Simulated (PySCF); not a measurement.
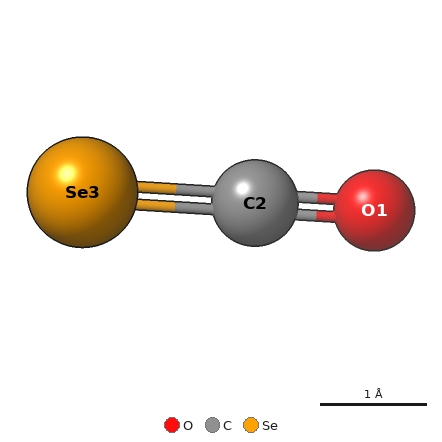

Orthographic view. Atoms fade into the background with distance from the viewer. The geometry was computed by an optimisation with GFN2-xTB. No frequency run is at hand to confirm it as a minimum.

Write a MOL file (V2000) with the atoms in numerical order, bonds sorted by atom number with the orders drawn, and coordinates in the frame of the picture: x right, y up, z towards the viewer, origin at the mean position.

```
COSe
                    3D

  3  2  0  0  0  0  0  0  0  0999 V2000
    1.3000   -0.0800   -0.2300 O   0  0  0  0  0  0  0  0  0  0  0  0
    0.1700   -0.0100   -0.0300 C   0  0  0  0  0  0  0  0  0  0  0  0
   -1.4700    0.0900    0.2600 Se  0  0  0  0  0  2  0  0  0  0  0  0
  1  2  2  0
  2  3  2  0
M  END
```
